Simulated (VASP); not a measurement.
Here is the system:

```yaml
crystal:
  lattice:
    - [4.17789, 0.00000, 0.00000]
    - [0.00000, 4.17789, 0.00000]
    - [0.00000, 0.00000, 4.17789]
  atoms:
    - { symbol: Ba, position: [0.00000, 0.00000, 0.00000] }
    - { symbol: Hf, position: [0.50000, 0.50000, 0.50000] }
    - { symbol: O, position: [0.50000, 0.00000, 0.50000] }
    - { symbol: O, position: [0.00000, 0.50000, 0.50000] }
    - { symbol: O, position: [0.50000, 0.50000, 0.00000] }
```

Level of theory: rev-vdW-DF2, VASP's PBE PAW potentials (set 64) (plane waves; VASP). Numerical set-up: 520 eV cut-off, 6×6×6 Γ-centred mesh, tetrahedra with Blöchl corrections, potentials Ba_sv Hf_pv O.

Unless said otherwise, spin-orbit coupling is left out, though it shifts the bands of the heavy elements here.

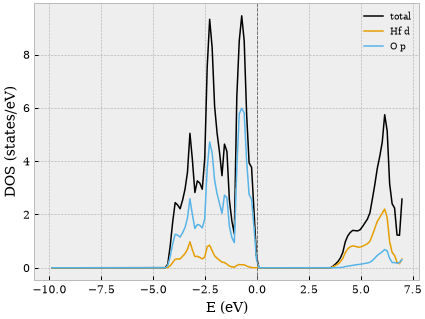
*Total and projected density of states, zero at the valence-band maximum*

Within 2 eV below the valence-band maximum the largest weight inside VASP's projection spheres is O p.

The gap is indirect, 3.57 eV, from the valence maximum at R to the conduction minimum at Γ.

The compound is BaHfO3 in the cubic perovskite structure. It was relaxed first.
